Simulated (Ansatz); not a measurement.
# WCl (quartet): wB97M-V, B2PLYP over vertical spin and charge gaps, def2-QZVPP

How well do these functionals follow the top wave-function level for WCl (quartet) over vertical spin and charge gaps?

Method: def2-QZVPP, all electrons in the functionals, frozen cores in the correlation of double hybrids and RPA; program: Ansatz 0.2.0, Gaussian basis.

To be run: wB97M-V, B2PLYP, at charge 0, quartet; charge 0, doublet; charge 0, sextet; charge 1, triplet; charge 1, quintet.

## (1) The geometry

The geometry is a PBE0/def2-TZVP stationary point (not a proven minimum). No spin-orbit coupling is included. Elements past krypton take def2 core potentials.

2 atoms, charge 0, spin multiplicity 4.

Atoms are counted from 1 here; the program's logs count them from 0.

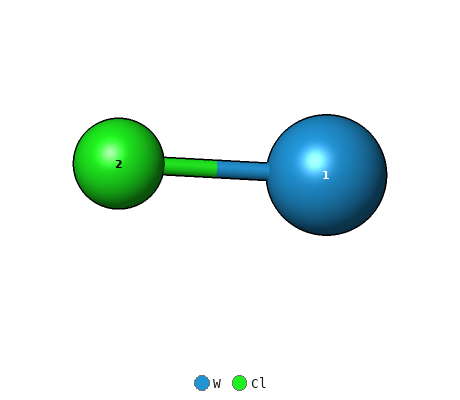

The geometry (tungsten blue, chlorine green); atoms are numbered from 1 in the order of the file.

Geometry (Å):

| atom | x (Å) | y (Å) | z (Å) |
| --- | --- | --- | --- |
| W1 | 0.00000 | 0.00000 | 0.00000 |
| Cl2 | 0.00000 | 0.00000 | 2.23300 |

No dispersion term is added; wB97M-V holds VV10 nonlocal correlation.

The geometry shown and the zero of energy belong to the point charge 0, quartet. The yardstick, UCCSD(T), and other wave-function levels (R restricted, U unrestricted, valence and pair active spaces) come from earlier runs.

## (2) wB97M-V, charge 0, quartet

Contents of in.yaml:

```yaml
crystal:
  periodic: [false, false, false]
  atoms:
    - {symbol: W, position_ang: [0.000000, 0.000000, 0.000000]}
    - {symbol: Cl, position_ang: [0.000000, 0.000000, 2.233000]}
basis:
  gaussian: {orbitals: "def2-QZVPP.json"}
magnetization: {spin_polarized: true, initial_magnetization: 3}
hamiltonian: {xc: {name: wB97M-V}}
output: {orbitals: {seedname: orbitals}}
```

Command:

```sh
$ ansatz run in.yaml --threads 2 --pin off --events-out ev --progress --plain --max-ram 15360MiB --backend cuda --devices 0, --max-vram 18GiB
```

Output, cut to the lines that bear on the results:

```text
Functional definition: wB97M-V
  name "wB97M-V"
  cite "Mardirossian & Head-Gordon, J. Chem. Phys. 144, 214110 (2016) doi:10.1063/1.4952647"
  cite "Becke, J. Chem. Phys. 107, 8554 (1997) doi:10.1063/1.475007"
  cite "Vydrov & Van Voorhis, J. Chem. Phys. 133, 244103 (2010) doi:10.1063/1.3521275"
  # Of w^i u^j: cxij and so on, Table III.
[...]
  gx(w, u) = 1 - cx + cx01*u + cx10*w
  gss(w, u) = css00 + css04*u^4 + css10*w + css20*w^2 + css43*w^4*u^3
  gos(w, u) = cos00 + cos10*w + (cos20 + cos21*u)*w^2 + (cos60 + cos61*u)*w^6
[...]
      + integral(e_c_pw_mod_opposite_spin*gos(b97_w_opposite, b97_u_opposite)) + vv10(b, c)
784 factors; their error is unknown
128 factors; integrals over basis functions are off by at most 6.3e-4 eV
[...]
mean field -14343.44266579 eV, -527.1117956332 hartree, gradient 1.4e-5 eV, S^2 4.146024; 11 other end points of the search recorded, 0 dependent functions left out
reference -14343.44270545 eV, -527.1117970905 hartree; 17, 14 occupied and 134, 137 virtual orbitals, 784 factors
Total energy: -14343.44270545 eV, -527.1117970905 hartree
```

It took 19 s on 1 × H100 (card shared with other runs) with 2 threads of AMD EPYC 7R13, shared host; peak host memory 0.96 GiB.

From the report: ⟨S²⟩ of the determinant 4.146 (pure quartet: 3.75).

## (3) wB97M-V, charge 0, doublet

Changes to in.yaml since step 2:

```diff
@@ -7,3 +7,3 @@
   gaussian: {orbitals: "def2-QZVPP.json"}
-magnetization: {spin_polarized: true, initial_magnetization: 3}
+magnetization: {spin_polarized: true, initial_magnetization: 1}
 hamiltonian: {xc: {name: wB97M-V}}
```

Same command.

Output, cut to the lines that bear on the results:

```text
Functional definition: wB97M-V
  name "wB97M-V"
  cite "Mardirossian & Head-Gordon, J. Chem. Phys. 144, 214110 (2016) doi:10.1063/1.4952647"
  cite "Becke, J. Chem. Phys. 107, 8554 (1997) doi:10.1063/1.475007"
  cite "Vydrov & Van Voorhis, J. Chem. Phys. 133, 244103 (2010) doi:10.1063/1.3521275"
  # Of w^i u^j: cxij and so on, Table III.
[...]
  gx(w, u) = 1 - cx + cx01*u + cx10*w
  gss(w, u) = css00 + css04*u^4 + css10*w + css20*w^2 + css43*w^4*u^3
  gos(w, u) = cos00 + cos10*w + (cos20 + cos21*u)*w^2 + (cos60 + cos61*u)*w^6
[...]
      + integral(e_c_pw_mod_opposite_spin*gos(b97_w_opposite, b97_u_opposite)) + vv10(b, c)
784 factors; their error is unknown
128 factors; integrals over basis functions are off by at most 6.3e-4 eV
[...]
mean field -14342.77195718 eV, -527.0871475462 hartree, gradient 5.8e-6 eV, S^2 2.316571; 14 other end points of the search recorded, 0 dependent functions left out
reference -14342.77199703 eV, -527.0871490109 hartree; 16, 15 occupied and 135, 136 virtual orbitals, 784 factors
Total energy: -14342.77199703 eV, -527.0871490109 hartree
```

Wall time 15 s (1 × H100 (card shared with other runs) with 2 threads of AMD EPYC 7R13, shared host); peak host memory 0.96 GiB.

From the report: ⟨S²⟩ of the determinant 2.317 (pure doublet: 0.75). The determinant is far from a pure spin state, so its energy mixes those of several spin states (harmless only where they are near-degenerate, as at dissociation).

From charge 0, quartet: +15.5 kcal/mol.

## (4) wB97M-V, charge 0, sextet

Changes to in.yaml since step 3:

```diff
@@ -7,3 +7,3 @@
   gaussian: {orbitals: "def2-QZVPP.json"}
-magnetization: {spin_polarized: true, initial_magnetization: 1}
+magnetization: {spin_polarized: true, initial_magnetization: 5}
 hamiltonian: {xc: {name: wB97M-V}}
```

The command is unchanged.

Output, cut to the lines that bear on the results:

```text
Functional definition: wB97M-V
  name "wB97M-V"
  cite "Mardirossian & Head-Gordon, J. Chem. Phys. 144, 214110 (2016) doi:10.1063/1.4952647"
  cite "Becke, J. Chem. Phys. 107, 8554 (1997) doi:10.1063/1.475007"
  cite "Vydrov & Van Voorhis, J. Chem. Phys. 133, 244103 (2010) doi:10.1063/1.3521275"
  # Of w^i u^j: cxij and so on, Table III.
[...]
  gx(w, u) = 1 - cx + cx01*u + cx10*w
  gss(w, u) = css00 + css04*u^4 + css10*w + css20*w^2 + css43*w^4*u^3
  gos(w, u) = cos00 + cos10*w + (cos20 + cos21*u)*w^2 + (cos60 + cos61*u)*w^6
[...]
      + integral(e_c_pw_mod_opposite_spin*gos(b97_w_opposite, b97_u_opposite)) + vv10(b, c)
784 factors; their error is unknown
128 factors; integrals over basis functions are off by at most 6.3e-4 eV
[...]
mean field -14344.08382498 eV, -527.1353577988 hartree, gradient 3.4e-5 eV, S^2 8.758344; 2 other end points of the search recorded, 0 dependent functions left out
reference -14344.08386370 eV, -527.1353592218 hartree; 18, 13 occupied and 133, 138 virtual orbitals, 784 factors
Total energy: -14344.08386370 eV, -527.1353592218 hartree
```

It took 8.5 s on 1 × H100 (card shared with other runs) with 2 threads of AMD EPYC 7R13, shared host; peak host memory 0.93 GiB.

From the report: ⟨S²⟩ of the determinant 8.758 (pure sextet: 8.75).

From charge 0, quartet: -14.8 kcal/mol.

## (5) wB97M-V, charge 1, triplet

Changes to in.yaml since step 4:

```diff
@@ -7,3 +7,4 @@
   gaussian: {orbitals: "def2-QZVPP.json"}
-magnetization: {spin_polarized: true, initial_magnetization: 5}
+total_charge: 1
+magnetization: {spin_polarized: true, initial_magnetization: 2}
 hamiltonian: {xc: {name: wB97M-V}}
```

Launched as before.

Output, cut to the lines that bear on the results:

```text
Functional definition: wB97M-V
  name "wB97M-V"
  cite "Mardirossian & Head-Gordon, J. Chem. Phys. 144, 214110 (2016) doi:10.1063/1.4952647"
  cite "Becke, J. Chem. Phys. 107, 8554 (1997) doi:10.1063/1.475007"
  cite "Vydrov & Van Voorhis, J. Chem. Phys. 133, 244103 (2010) doi:10.1063/1.3521275"
  # Of w^i u^j: cxij and so on, Table III.
[...]
  gx(w, u) = 1 - cx + cx01*u + cx10*w
  gss(w, u) = css00 + css04*u^4 + css10*w + css20*w^2 + css43*w^4*u^3
  gos(w, u) = cos00 + cos10*w + (cos20 + cos21*u)*w^2 + (cos60 + cos61*u)*w^6
[...]
      + integral(e_c_pw_mod_opposite_spin*gos(b97_w_opposite, b97_u_opposite)) + vv10(b, c)
784 factors; their error is unknown
128 factors; integrals over basis functions are off by at most 6.3e-4 eV
[...]
mean field -14335.23298372 eV, -526.8100953818 hartree, gradient 5.3e-6 eV, S^2 2.932593; 14 other end points of the search recorded, 0 dependent functions left out
reference -14335.23302391 eV, -526.8100968587 hartree; 16, 14 occupied and 135, 137 virtual orbitals, 784 factors
Total energy: -14335.23302391 eV, -526.8100968587 hartree
```

It took 15 s on 1 × H100 (card shared with other runs) with 2 threads of AMD EPYC 7R13, shared host; peak host memory 0.95 GiB.

From the report: ⟨S²⟩ of the determinant 2.933 (pure triplet: 2.00). The determinant is far from a pure spin state, so its energy mixes those of several spin states (harmless only where they are near-degenerate, as at dissociation).

From charge 0, quartet: +189.3 kcal/mol.

## (6) wB97M-V, charge 1, quintet

Changes to in.yaml since step 5:

```diff
@@ -8,3 +8,3 @@
 total_charge: 1
-magnetization: {spin_polarized: true, initial_magnetization: 2}
+magnetization: {spin_polarized: true, initial_magnetization: 4}
 hamiltonian: {xc: {name: wB97M-V}}
```

Launched as before.

Output, cut to the lines that bear on the results:

```text
Functional definition: wB97M-V
  name "wB97M-V"
  cite "Mardirossian & Head-Gordon, J. Chem. Phys. 144, 214110 (2016) doi:10.1063/1.4952647"
  cite "Becke, J. Chem. Phys. 107, 8554 (1997) doi:10.1063/1.475007"
  cite "Vydrov & Van Voorhis, J. Chem. Phys. 133, 244103 (2010) doi:10.1063/1.3521275"
  # Of w^i u^j: cxij and so on, Table III.
[...]
  gx(w, u) = 1 - cx + cx01*u + cx10*w
  gss(w, u) = css00 + css04*u^4 + css10*w + css20*w^2 + css43*w^4*u^3
  gos(w, u) = cos00 + cos10*w + (cos20 + cos21*u)*w^2 + (cos60 + cos61*u)*w^6
[...]
      + integral(e_c_pw_mod_opposite_spin*gos(b97_w_opposite, b97_u_opposite)) + vv10(b, c)
784 factors; their error is unknown
128 factors; integrals over basis functions are off by at most 6.3e-4 eV
[...]
mean field -14336.06661064 eV, -526.8407306060 hartree, gradient 1.6e-5 eV, S^2 6.023120; 6 other end points of the search recorded, 0 dependent functions left out
reference -14336.06665019 eV, -526.8407320595 hartree; 17, 13 occupied and 134, 138 virtual orbitals, 784 factors
Total energy: -14336.06665019 eV, -526.8407320595 hartree
```

It took 10 s on 1 × H100 (card shared with other runs) with 2 threads of AMD EPYC 7R13, shared host; peak host memory 0.96 GiB.

From the report: ⟨S²⟩ of the determinant 6.023 (pure quintet: 6.00).

From charge 0, quartet: +170.1 kcal/mol.

## (7) B2PLYP, charge 0, quartet

Contents of in.yaml:

```yaml
crystal:
  periodic: [false, false, false]
  atoms:
    - {symbol: W, position_ang: [0.000000, 0.000000, 0.000000]}
    - {symbol: Cl, position_ang: [0.000000, 0.000000, 2.233000]}
basis:
  gaussian: {orbitals: "def2-QZVPP.json"}
magnetization: {spin_polarized: true, initial_magnetization: 3}
hamiltonian: {xc: {name: B2PLYP}}
correlation: {electrons: outside_noble_gas}
```

The command is unchanged.

Output, cut to the lines that bear on the results:

```text
Functional definition: B2PLYP
  name "B2PLYP"
  cite "Grimme, J. Chem. Phys. 124, 034108 (2006) doi:10.1063/1.2148954"
  cite "Becke, Phys. Rev. A 38, 3098 (1988) doi:10.1103/PhysRevA.38.3098"
  cite "Lee, Yang & Parr, Phys. Rev. B 37, 785 (1988) doi:10.1103/PhysRevB.37.785"
[...]
909 factors; integrals over basis functions are off by at most 1.3e-3 eV
[...]
mean field -14334.85615393 eV, -526.7962471426 hartree, gradient 3.4e-6 eV, S^2 4.421531; 12 other end points of the search recorded, 0 dependent functions left out
9 core orbitals not correlated: weight in the atoms' cores, before any rotation towards them, 0.998 or more for the frozen orbitals, at most 0.001 for the correlated occupied ones
reference -14334.85627020 eV, -526.7962514153 hartree; 8, 5 occupied and 134, 137 virtual orbitals, 909 factors
second order -11.10964305 eV of doubles, -0.00000000 eV of singles
Total energy: -14337.85587382 eV, -526.9064848153 hartree
```

Wall time 7 s (1 × H100 (card shared with other runs) with 2 threads of AMD EPYC 7R13, shared host); peak host memory 0.88 GiB.

From the report: ⟨S²⟩ of the determinant 4.422 (pure quartet: 3.75). The determinant is far from a pure spin state, so its energy mixes those of several spin states (harmless only where they are near-degenerate, as at dissociation).

## (8) B2PLYP, charge 0, doublet

Changes to in.yaml since step 7:

```diff
@@ -7,3 +7,3 @@
   gaussian: {orbitals: "def2-QZVPP.json"}
-magnetization: {spin_polarized: true, initial_magnetization: 3}
+magnetization: {spin_polarized: true, initial_magnetization: 1}
 hamiltonian: {xc: {name: B2PLYP}}
```

Launched as before.

Output, cut to the lines that bear on the results:

```text
Functional definition: B2PLYP
  name "B2PLYP"
  cite "Grimme, J. Chem. Phys. 124, 034108 (2006) doi:10.1063/1.2148954"
  cite "Becke, Phys. Rev. A 38, 3098 (1988) doi:10.1103/PhysRevA.38.3098"
  cite "Lee, Yang & Parr, Phys. Rev. B 37, 785 (1988) doi:10.1103/PhysRevB.37.785"
[...]
909 factors; integrals over basis functions are off by at most 1.3e-3 eV
[...]
mean field -14334.28464830 eV, -526.7752446977 hartree, gradient 3.8e-6 eV, S^2 2.485363; 17 other end points of the search recorded, 0 dependent functions left out
9 core orbitals not correlated: weight in the atoms' cores, before any rotation towards them, 0.999 or more for the frozen orbitals, at most 0.001 for the correlated occupied ones
reference -14334.28476491 eV, -526.7752489831 hartree; 7, 6 occupied and 135, 136 virtual orbitals, 909 factors
second order -11.30376661 eV of doubles, -0.00000000 eV of singles
Total energy: -14337.33678189 eV, -526.8874085385 hartree
```

Wall time 11 s (1 × H100 (card shared with other runs) with 2 threads of AMD EPYC 7R13, shared host); peak host memory 0.88 GiB.

From the report: ⟨S²⟩ of the determinant 2.485 (pure doublet: 0.75). The determinant is far from a pure spin state, so its energy mixes those of several spin states (harmless only where they are near-degenerate, as at dissociation).

From charge 0, quartet: +12.0 kcal/mol.

## (9) B2PLYP, charge 0, sextet

Changes to in.yaml since step 8:

```diff
@@ -7,3 +7,3 @@
   gaussian: {orbitals: "def2-QZVPP.json"}
-magnetization: {spin_polarized: true, initial_magnetization: 1}
+magnetization: {spin_polarized: true, initial_magnetization: 5}
 hamiltonian: {xc: {name: B2PLYP}}
```

The command is unchanged.

Output, cut to the lines that bear on the results:

```text
Functional definition: B2PLYP
  name "B2PLYP"
  cite "Grimme, J. Chem. Phys. 124, 034108 (2006) doi:10.1063/1.2148954"
  cite "Becke, Phys. Rev. A 38, 3098 (1988) doi:10.1103/PhysRevA.38.3098"
  cite "Lee, Yang & Parr, Phys. Rev. B 37, 785 (1988) doi:10.1103/PhysRevB.37.785"
[...]
909 factors; integrals over basis functions are off by at most 1.3e-3 eV
[...]
mean field -14335.66279553 eV, -526.8258906743 hartree, gradient 4.0e-6 eV, S^2 8.759114; 2 other end points of the search recorded, 0 dependent functions left out
9 core orbitals not correlated: weight in the atoms' cores, before any rotation towards them, 0.998 or more for the frozen orbitals, at most 0.002 for the correlated occupied ones
reference -14335.66291382 eV, -526.8258950214 hartree; 9, 4 occupied and 133, 138 virtual orbitals, 909 factors
second order -10.30624656 eV of doubles, -0.00000000 eV of singles
Total energy: -14338.44560039 eV, -526.9281568668 hartree
```

It took 2.5 s on 1 × H100 (card shared with other runs) with 2 threads of AMD EPYC 7R13, shared host; peak host memory 0.87 GiB.

From the report: ⟨S²⟩ of the determinant 8.759 (pure sextet: 8.75).

From charge 0, quartet: -13.6 kcal/mol.

## (10) B2PLYP, charge 1, triplet

Changes to in.yaml since step 9:

```diff
@@ -7,3 +7,4 @@
   gaussian: {orbitals: "def2-QZVPP.json"}
-magnetization: {spin_polarized: true, initial_magnetization: 5}
+total_charge: 1
+magnetization: {spin_polarized: true, initial_magnetization: 2}
 hamiltonian: {xc: {name: B2PLYP}}
```

Launched as before.

Output, cut to the lines that bear on the results:

```text
Functional definition: B2PLYP
  name "B2PLYP"
  cite "Grimme, J. Chem. Phys. 124, 034108 (2006) doi:10.1063/1.2148954"
  cite "Becke, Phys. Rev. A 38, 3098 (1988) doi:10.1103/PhysRevA.38.3098"
  cite "Lee, Yang & Parr, Phys. Rev. B 37, 785 (1988) doi:10.1103/PhysRevB.37.785"
[...]
909 factors; integrals over basis functions are off by at most 1.3e-3 eV
[...]
mean field -14326.96750672 eV, -526.5063447046 hartree, gradient 9.9e-8 eV, S^2 2.972121; 15 other end points of the search recorded, 0 dependent functions left out
9 core orbitals not correlated: weight in the atoms' cores, before any rotation towards them, 0.998 or more for the frozen orbitals, at most 0.001 for the correlated occupied ones
reference -14326.96762785 eV, -526.5063491560 hartree; 7, 5 occupied and 135, 137 virtual orbitals, 909 factors
second order -10.53971733 eV of doubles, -0.00000000 eV of singles
Total energy: -14329.81335153 eV, -526.6109275723 hartree
```

Wall time 9 s (1 × H100 (card shared with other runs) with 2 threads of AMD EPYC 7R13, shared host); peak host memory 0.88 GiB.

From the report: ⟨S²⟩ of the determinant 2.972 (pure triplet: 2.00). The determinant is far from a pure spin state, so its energy mixes those of several spin states (harmless only where they are near-degenerate, as at dissociation).

From charge 0, quartet: +185.5 kcal/mol.

## (11) B2PLYP, charge 1, quintet

Changes to in.yaml since step 10:

```diff
@@ -8,3 +8,3 @@
 total_charge: 1
-magnetization: {spin_polarized: true, initial_magnetization: 2}
+magnetization: {spin_polarized: true, initial_magnetization: 4}
 hamiltonian: {xc: {name: B2PLYP}}
```

The command is unchanged.

Output, cut to the lines that bear on the results:

```text
Functional definition: B2PLYP
  name "B2PLYP"
  cite "Grimme, J. Chem. Phys. 124, 034108 (2006) doi:10.1063/1.2148954"
  cite "Becke, Phys. Rev. A 38, 3098 (1988) doi:10.1103/PhysRevA.38.3098"
  cite "Lee, Yang & Parr, Phys. Rev. B 37, 785 (1988) doi:10.1103/PhysRevB.37.785"
[...]
909 factors; integrals over basis functions are off by at most 1.3e-3 eV
[...]
mean field -14327.83651774 eV, -526.5382802705 hartree, gradient 2.6e-6 eV, S^2 6.024832; 8 other end points of the search recorded, 0 dependent functions left out
9 core orbitals not correlated: weight in the atoms' cores, before any rotation towards them, 0.998 or more for the frozen orbitals, at most 0.001 for the correlated occupied ones
reference -14327.83663954 eV, -526.5382847467 hartree; 8, 4 occupied and 134, 138 virtual orbitals, 909 factors
second order -10.09071704 eV of doubles, -0.00000000 eV of singles
Total energy: -14330.56113314 eV, -526.6384080398 hartree
```

Run time: 6 s. Hardware: 1 × H100 (card shared with other runs) with 2 threads of AMD EPYC 7R13, shared host; peak host memory 0.88 GiB.

From the report: ⟨S²⟩ of the determinant 6.025 (pure quintet: 6.00).

From charge 0, quartet: +168.2 kcal/mol.

## (12) Against the wave-function levels

No level is safe as a reference over these points; UCCSD(T) serves as a yardstick only. It comes from earlier runs at the same points. Energies in kcal/mol, counted from charge 0, quartet; blanks weren't run or aren't comparable.

| level | quartet to doublet | quartet to sextet | ionisation to the triplet cation | ionisation to the quintet cation |
| --- | --- | --- | --- | --- |
| UCCSD(T) | 4.4 | -12.7 | 179.7 | 171.1 |
| wB97M-V | 15.5 | -14.8 | 189.3 | 170.1 |
| B2PLYP | 12.0 | -13.6 | 185.5 | 168.2 |

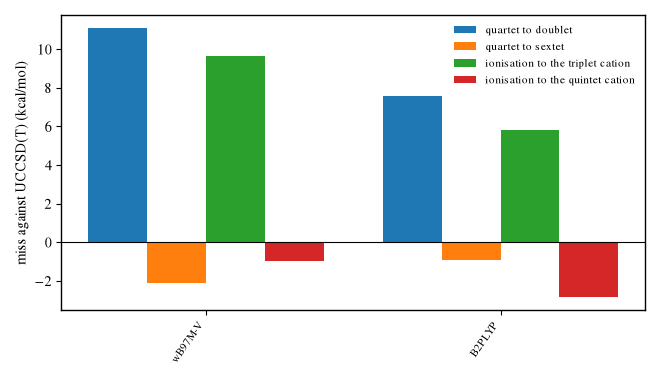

Misses of the gaps against UCCSD(T).

Largest miss and mean time a point (UCCSD(T) took 39 s a point; shared hosts):

| level | largest miss (kcal/mol) | where | time a point |
| --- | --- | --- | --- |
| wB97M-V | +11.1 | quartet to doublet | 13 s |
| B2PLYP | +7.6 | quartet to doublet | 7 s |

## (13) Results

```
                                  quantity                                value
              quartet to doublet, UCCSD(T)                         4.4 kcal/mol
               quartet to sextet, UCCSD(T)                       -12.7 kcal/mol
ionisation to the triplet cation, UCCSD(T)                       179.7 kcal/mol
ionisation to the quintet cation, UCCSD(T)                       171.1 kcal/mol
                     largest miss, wB97M-V  +11.1 kcal/mol (quartet to doublet)
                      largest miss, B2PLYP   +7.6 kcal/mol (quartet to doublet)
```

Of the functionals, B2PLYP keep the smallest largest miss at the points compared (at most 7.6 kcal/mol) and wB97M-V strays most (11.1 kcal/mol, at quartet to doublet). wB97M-V, B2PLYP clearly break the spin symmetry at some points (⟨S²⟩ up to 1.74 above the pure value), so energy there is bought with a mixed spin. Functionals and the yardstick converge differently with the basis, so part of each miss in def2-QZVPP is the basis. The yardstick itself may be off where one determinant is a poor start.
